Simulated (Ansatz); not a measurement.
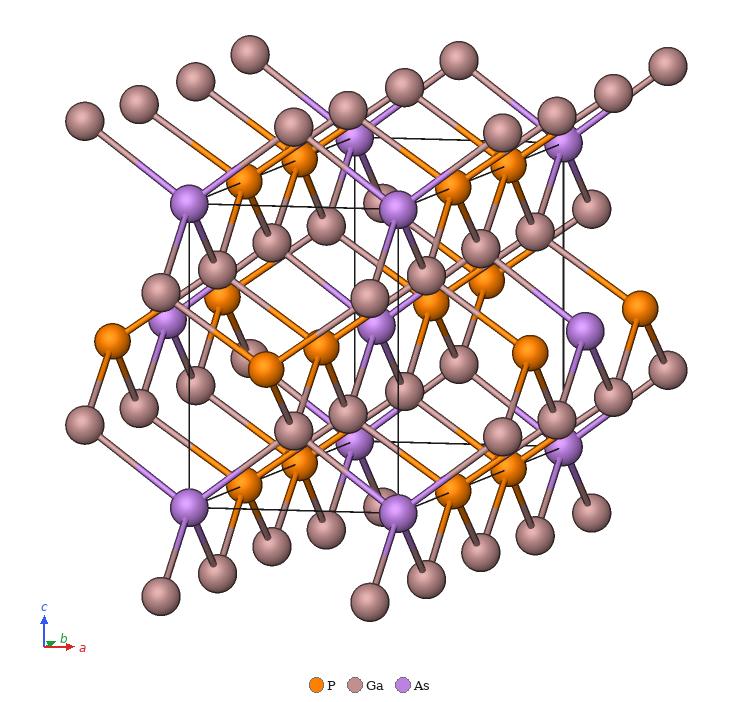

This ball-and-stick model is shown slightly off an axis. The parallelepiped is the conventional unit cell. The first bonded neighbours in the surrounding cells are also shown.

Ga$_{3}$AsP$_{2}$, space group Imm2 (No. 44), a = 3.904 Å, b = 11.712 Å, c = 5.522 Å, α = 90.00°, β = 90.00°, γ = 90.00°. Starting structure: a structure type filled with these elements by a generator (whether the compound takes this form wasn't checked). Earlier steps of the study, as a rule a relaxation of our own, may have changed the cell and positions, so they can lie some per cent off the listed ones. Ansatz was used for an electronic-structure calculation on it.

This one geometry was computed with Ansatz (DFT, plane waves, PAW) at five levels of theory: PBE, PBE with spin-orbit coupling, HSE06, PBE0 and r2SCAN. It was relaxed beforehand with r2SCAN.

> Which level gives the highest pressure at this volume, and what does that say about its equilibrium volume?

Highest: PBE (2.6 GPa) and PBE with spin-orbit coupling (2.6 GPa), which points to the largest equilibrium volume. Lowest, with the smallest volume: PBE0 (0.5 GPa) and r2SCAN (0.0 GPa). Levels within 0.5 GPa of each other can't be told apart.

> How does the band gap change with the level of theory?

PBE with spin-orbit coupling: a gap of 1.27 eV, direct; PBE: a gap of 1.31 eV, direct; r2SCAN: a gap of 1.75 eV, indirect; HSE06: a gap of 2.15 eV, indirect; PBE0: a gap of 2.82 eV, indirect.

> Collect the results in a table.

| level | cutoff (eV) | k-mesh of the run's cell | gap (eV) | pressure (GPa) |
| --- | --- | --- | --- | --- |
| PBE | 420 | 8×8×8 | 1.31 | 2.6 |
| PBE with spin-orbit coupling | 420 | 8×8×8 | 1.27 | 2.6 |
| HSE06 | 420 | 4×4×4 | 2.15 | 0.7 |
| PBE0 | 420 | 4×4×4 | 2.82 | 0.5 |
| r2SCAN | 500 | 8×8×8 | 1.75 | 0.0 |

Gaps are taken on the k-mesh or band path of each run.
